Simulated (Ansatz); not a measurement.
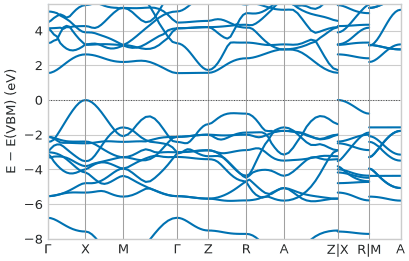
Fig. 1. Band structure from DFT-PBEsol in the program Ansatz with PAW potentials

Question: Read off the gap and where the band edges lie.

Answer: About 1.6 eV (1.55 eV by a search for the band edges); maximum at X, minimum at Γ.

Question: Which compound is it?
A. CaO, P4/nmm (Ca on 2c, O on 2a)
B. TiGeO3, P4mm (Ti on 1b, Ge on 1a, O on 1b, O on 2c)
C. BaInHO2, P4/mmm (Ba on 1d, In on 1a, O on 2f, H on 1b)
D. SnO2, rutile

Answer: B, TiGeO3, P4mm (Ti on 1b, Ge on 1a, O on 1b, O on 2c)

The start of the workflow was typed in or built on a structure type; neither database checked (COD, Materials Project) lists it. Whether it is the stable phase at ambient conditions was not checked. The PBEsol relaxation kept the symmetry of its start. At this level the phase is dynamically unstable (imaginary phonons). The workflow began spin-polarised and lost its moments. Scalar-relativistic: spin–orbit coupling is off unless named, which matters more the heavier the elements.

Potentials: the earlier of the program's two PAW sets. The files were generated under PBE; for other functionals the program regenerates the frozen cores, and for LDA and PBEsol the local potential too.
